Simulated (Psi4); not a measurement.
**doublet CH2BrCl+: levels of theory compared**

Wanted: a comparison of 3 runs (UHF/STO-3G, UHF/3-21G, UHSE06/def2-SVPD) of doublet CH2BrCl+. 

Program for the calculation: Psi4 1.11.

3 further runs of the same task are left out: 3 that didn't finish.

### Step 1. The system as given

CH2BrCl+: 5 atoms, total charge +1, spin state doublet. SMILES of the parent species: `ClCBr`. Geometry: relaxed at PBE0-D4/def2-TZVP. That shape belongs to the parent species and isn't relaxed for this state.

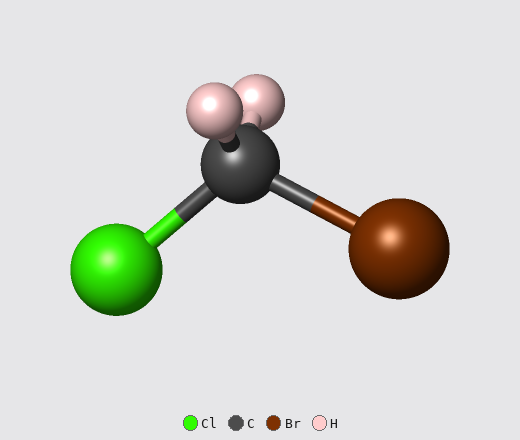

Viewed from a chosen angle; chlorine green, carbon dark grey, bromine brown, hydrogen pink.

### Step 2. A single-point energy at UHF/STO-3G (run 1)

The input, calc.py:

```python
import psi4

psi4.set_memory(1600000000)
psi4.set_num_threads(1)
psi4.set_output_file('output.dat', False)

molecule = psi4.geometry("""
1 2
Cl    -1.615160     0.158590     0.518920
C      0.000480     0.049280    -0.158560
Br     1.312450    -0.602100     1.097990
H      0.318120     1.039590    -0.466820
H     -0.015900    -0.645360    -0.991530
units angstrom
symmetry c1
no_reorient
no_com
""")

psi4.set_options({
    'basis': 'STO-3G',
    'reference': 'uhf',
    'puream': True,
    'e_convergence': 1e-09,
    'd_convergence': 1e-08,
    'scf_type': 'pk',
    'maxiter': 100,
})

e_tot, wfn = psi4.energy("hf", return_wfn=True)
psi4.oeprop(wfn, "WIBERG_LOWDIN_INDICES", "QUADRUPOLE", "MULLIKEN_CHARGES", title="HF")
print(f'hf energy: {e_tot:.10f} Eh')
```

On the command line:

```bash
$ python calc.py
```

output.dat:

```text
[...]
  Running in c1 symmetry.
[...]
  Nuclear repulsion =  219.356437009983296
[...]
  Multiplicity = 2
[...]
  Nalpha       = 30
  Nbeta        = 29
[...]
    Number of basis functions: 34
[...]
   @UHF iter   1: -3037.17799476223354   -1.73511e+00   1.58922e-02 ADIIS/DIIS
[...]
   @UHF iter  15: -3037.49858403319240   -4.54747e-13   2.91370e-09 DIIS
[...]
   @S^2 Observed:                7.544054707E-01
[...]
  @UHF Final Energy: -3037.49858403319240
   => Energetics <=
    Nuclear Repulsion Energy =            219.3564370099832956
    One-Electron Energy =               -4657.9418773191928267
    Two-Electron Energy =                1401.0868562760172154
    Total Energy =                      -3037.4985840331928557
  UHF NO Occupations:
  HONO-2 :   28  A 1.9999439
  HONO-1 :   29  A 1.9979047
[...]
 Multipole Moments:
 ------------------------------------------------------------------------------------
     Multipole            Electronic (a.u.)      Nuclear  (a.u.)        Total (a.u.)
 ------------------------------------------------------------------------------------
 L = 1.  Multiply by 2.5417464519 to convert [e a0] to [Debye]
 Dipole X            :        -33.6455862           35.4949715            1.8493853
 Dipole Y            :         32.7907415          -33.4246442           -0.6339027
 Dipole Z            :        -83.8799980           84.7383052            0.8583073
 Magnitude           :                                                    2.1351229
 L = 2.  Multiply by 1.3450342976 to convert [e a0^2] to [Debye ang]
 Quadrupole XX       :       -395.4957036          374.0277617          -21.4679419
 Quadrupole XY       :        111.8035206         -113.1003276           -1.2968069
[...]
  Mulliken Charges: (a.u.)
   Center  Symbol    Alpha    Beta     Spin     Total
       1    CL     8.48794  8.48825 -0.00031  0.02382
       2     C     3.02233  3.10595 -0.08362 -0.12828
       3    BR    17.66466 16.61961  1.04505  0.71574
       4     H     0.41254  0.39310  0.01944  0.19436
       5     H     0.41254  0.39310  0.01944  0.19436
   Total alpha = 30.00000, Total beta = 29.00000, Total charge =  1.00000
  Wiberg Bond Indices using Orthogonal Lowdin Orbitals:
  Total Bond Index:
[...]
```

The script printed:

```text
hf energy: -3037.4985840332 Eh
```

It took 1.8 s on 1 thread of Intel Xeon Platinum 8488C (Sapphire Rapids), shared host; peak memory 0.2 GiB.

### Step 3. Energy and forces at UHF/3-21G (run 2)

The input, ch2brcl.in:

```
memory 1.6 GB

molecule {
  1 2
  Cl    -1.615160     0.158590     0.518920
  C      0.000480     0.049280    -0.158560
  Br     1.312450    -0.602100     1.097990
  H      0.318120     1.039590    -0.466820
  H     -0.015900    -0.645360    -0.991530
  symmetry c1
  no_reorient
  no_com
}

set {
  basis 3-21G
  reference uhf
  puream true
  e_convergence 1e-09
  d_convergence 1e-08
  scf_type pk
  maxiter 100
}

energy_value, wavefunction = gradient("scf", return_wfn=True)
oeprop(wavefunction, "MAYER_INDICES", "DIPOLE", "MULLIKEN_CHARGES")
```

On the command line:

```bash
$ psi4 ch2brcl.in ch2brcl.out -n 1
```

ch2brcl.out:

```text
[...]
  Running in c1 symmetry.
[...]
  Nuclear repulsion =  219.356437009983296
[...]
  Multiplicity = 2
[...]
  Nalpha       = 30
  Nbeta        = 29
[...]
    Number of basis functions: 48
[...]
   @UHF iter   1: -3055.58433261281152   -1.20636e+00   9.83377e-03 ADIIS/DIIS
[...]
   @UHF iter  19: -3055.72909680456814   -2.72848e-12   6.59132e-09 DIIS
[...]
   @S^2 Observed:                7.566230879E-01
[...]
  @UHF Final Energy: -3055.72909680456814
   => Energetics <=
    Nuclear Repulsion Energy =            219.3564370099832956
    One-Electron Energy =               -4675.8337904347790754
    Two-Electron Energy =                1400.7482566202279486
    Total Energy =                      -3055.7290968045681439
  UHF NO Occupations:
  HONO-2 :   28  A 1.9993083
  HONO-1 :   29  A 1.9982851
[...]
  -Total Gradient:
     Atom            X                  Y                   Z
    ------   -----------------  -----------------  -----------------
       1        0.032766947396    -0.004868147243    -0.005226258579
       2       -0.032743116111     0.009265907226    -0.008910600950
       3       -0.006678340220     0.001474883965    -0.000484868319
       4        0.003289311062    -0.003127234730     0.007251391765
       5        0.003365197839    -0.002745409150     0.007370336076
[...]
 Multipole Moments:
 ------------------------------------------------------------------------------------
     Multipole            Electronic (a.u.)      Nuclear  (a.u.)        Total (a.u.)
 ------------------------------------------------------------------------------------
 L = 1.  Multiply by 2.5417464519 to convert [e a0] to [Debye]
 Dipole X            :        -35.7079913           35.4949715           -0.2130198
 Dipole Y            :         33.3550344          -33.4246442           -0.0696098
 Dipole Z            :        -84.3791661           84.7383052            0.3591391
 Magnitude           :                                                    0.4233248
[...]
  Mulliken Charges: (a.u.)
   Center  Symbol    Alpha    Beta     Spin     Total
       1    CL     8.52023  7.88854  0.63170  0.59123
       2     C     3.45161  3.56423 -0.11262 -1.01584
       3    BR    17.40130 17.06934  0.33196  0.52937
       4     H     0.31343  0.23895  0.07449  0.44762
       5     H     0.31343  0.23895  0.07448  0.44762
   Total alpha = 30.00000, Total beta = 29.00000, Total charge =  1.00000
  Mayer Bond Indices:
  Total Bond Index:
[...]
```

It took 2.3 s on 1 thread of Intel Xeon Platinum 8488C (Sapphire Rapids), shared host; peak memory 0.2 GiB.

### Step 4. Energy and forces at UHSE06/def2-SVPD (run 3)

The input, calc.dat:

```
memory 1600 mb

molecule {
  1 2
  Cl
  C 1 r2
  Br 2 r3 1 a3
  H 2 r4 1 a4 3 d4
  H 2 r5 4 a5 1 d5

  r2 = 1.755341
  r3 = 1.929891
  a3 = 113.29318
  r4 = 1.084727
  a4 = 108.80528
  d4 = -119.00371
  r5 = 1.084727
  a5 = 111.76733
  d5 = 120.17593
  symmetry c1
  no_reorient
  no_com
}

set basis def2-SVPD
set reference uks
set puream true
set e_convergence 1e-09
set d_convergence 1e-08
set scf_type pk
set dft_radial_points 99
set dft_spherical_points 590
set maxiter 100

e, wfn = gradient('hse06', return_wfn=True)
```

On the command line:

```bash
$ psi4 -n 1 calc.dat calc.out
```

calc.out:

```text
[...]
  Running in c1 symmetry.
[...]
  Nuclear repulsion =  219.356414648704771
[...]
  Multiplicity = 2
[...]
  Nalpha       = 30
  Nbeta        = 29
[...]
    Number of basis functions: 104
[...]
   @UKS iter   1: -3071.98544875361995   -8.63009e-01   1.28908e-02 ADIIS/DIIS
[...]
   @UKS iter  15: -3072.29495565449815    2.13731e-11   2.69189e-09 DIIS
[...]
   @S^2 Observed:                7.523693838E-01
[...]
  @UKS Final Energy: -3072.29495565449815
   => Energetics <=
    Nuclear Repulsion Energy =            219.3564146487047708
    One-Electron Energy =               -4689.8747516445891961
    Two-Electron Energy =                1493.3480044384916710
    DFT Exchange-Correlation Energy =     -95.1246230971062090
    Empirical Dispersion Energy =           0.0000000000000000
    VV10 Nonlocal Energy =                  0.0000000000000000
    Total Energy =                      -3072.2949556544986081
[...]
 Multipole Moments:
 ------------------------------------------------------------------------------------
     Multipole            Electronic (a.u.)      Nuclear  (a.u.)        Total (a.u.)
 ------------------------------------------------------------------------------------
 L = 1.  Multiply by 2.5417464519 to convert [e a0] to [Debye]
 Dipole X            :          0.0000033           -0.0000042           -0.0000009
 Dipole Y            :         -6.9664960            7.7620852            0.7955892
 Dipole Z            :          4.4716664           -4.1945851            0.2770813
 Magnitude           :                                                    0.8424584
[...]
  -Total Gradient:
     Atom            X                  Y                   Z
    ------   -----------------  -----------------  -----------------
       1       -0.000000084833    -0.005014703086    -0.012737300655
       2       -0.000000046648     0.030236196570     0.034905910333
       3       -0.000000031698    -0.008165167778    -0.003364356500
       4        0.012647207703    -0.008525891052    -0.009400878967
       5       -0.012647044557    -0.008525847228    -0.009400779604
[...]
```

It took 53 s on 1 thread of Intel Xeon Platinum 8488C (Sapphire Rapids), shared host; peak memory 0.8 GiB.

### Step 5. Overview of the runs

```
run             level      task         integration grid   energy (Eh)  HOMO energy (eV)  LUMO energy (eV)   ⟨S²⟩  wall time
  1        UHF/STO-3G    energy                        –  -3037.498584            -16.79             -7.53  0.754      1.8 s
  2         UHF/3-21G  gradient                        –  -3055.729097            -15.77            -10.63  0.757      2.3 s
  3  UHSE06/def2-SVPD  gradient  99 radial × 590 angular  -3072.294956            -14.52            -13.46  0.752       53 s
```

### Step 6. Results

```
                                 quantity           value
                      run 3: total energy  -3072.29496 Eh
run 3: HOMO energy (highest over α and β)       -14.52 eV
 run 3: LUMO energy (lowest over α and β)       -13.46 eV
                              run 3: ⟨S²⟩           0.752
          run 3: largest force on an atom      2.375 eV/Å
```

In run 1 the basis is minimal, so the values are rough. All runs together took 57 s, the longest 53 s.
